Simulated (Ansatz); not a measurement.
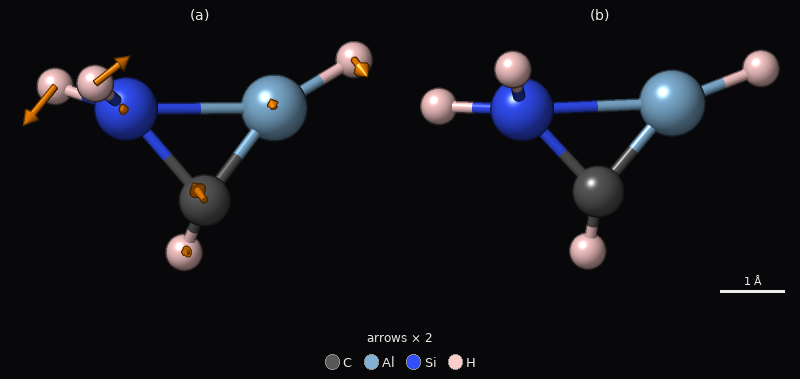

The structure of CH4AlSi (multiplicity 2) before (left) and after (right) a relaxation, at one scale. The orange arrows give the displacements, 2 times their true length.

A ball-and-stick model, seen at a tilt.

Computed with UKS PBE0-D4/def2-TZVP in Ansatz. (force threshold 0.005 eV/Å; at most 200 steps)

### Describe what moved and what it gained.

The energy falls by 0.354 eV in 7 accepted moves (8 points after the start). Largest force component: 1.3 eV/Å at the start, 0.004 eV/Å at the end. The line search rejected the trial step at point 6 of the run. The largest move after the best rigid fit is that of an H atom, 0.43 Å. Largest moves by element: H 0.43 Å, C 0.27 Å, Al 0.10 Å, Si 0.09 Å. Some distances before and after: C–Si 1.916 → 1.793 Å, Al–C 1.930 → 1.859 Å, Al–H 1.607 → 1.578 Å, H–Si 1.480 → 1.492 Å. Among the angles between lasting bonds that change: Al–Si–H 124.8° → 106.8°, Al–Si–H 123.9° → 138.6°, Si–C–H 113.8° → 126.1°. Cost: 36 s on 2 threads of Arm Neoverse V2 (shared host).
